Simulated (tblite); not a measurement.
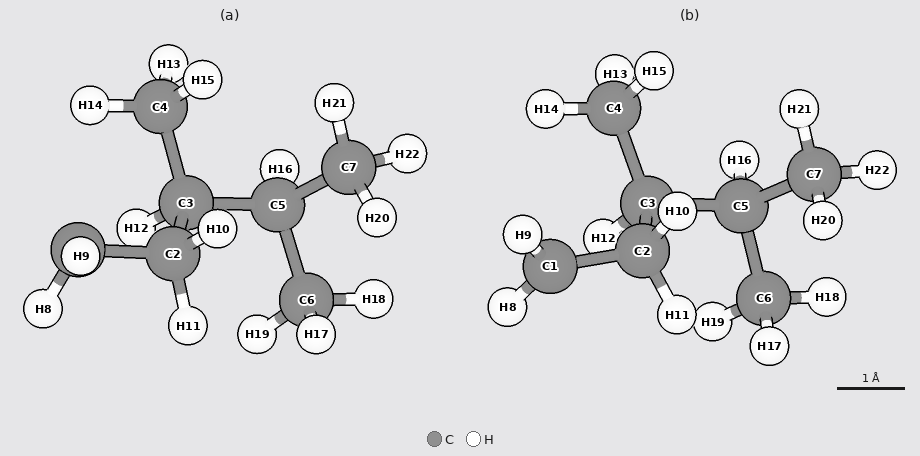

The structure of C7H15 (multiplicity 2) before (left) and after (right) a relaxation, at one scale.

A ball-and-stick model, seen at a tilt.

Method: GFN2-xTB geometry optimisation, gas phase (tblite 0.8.0). 

**Describe what moved and what it gained.**

The atom that moves furthest after the best rigid fit is H11 (0.50 Å). Largest moves by element: H 0.50 Å, C 0.33 Å. Among the contacts that change: C3–C5 1.485 → 1.541 Å, C2–C3 1.499 → 1.550 Å, C5–C7 1.483 → 1.527 Å, C7–H20 1.131 → 1.087 Å. Bond angles that change, for instance: C2–C1–H9 106.9° → 121.7°, C2–C1–H8 107.4° → 119.9°, H8–C1–H9 107.9° → 118.3°. The energy falls by 22.0 kcal/mol in 119 geometry steps. Cost: 0.5 s on 1 thread of AMD EPYC 9R45 96-Core Processor, on a shared host.
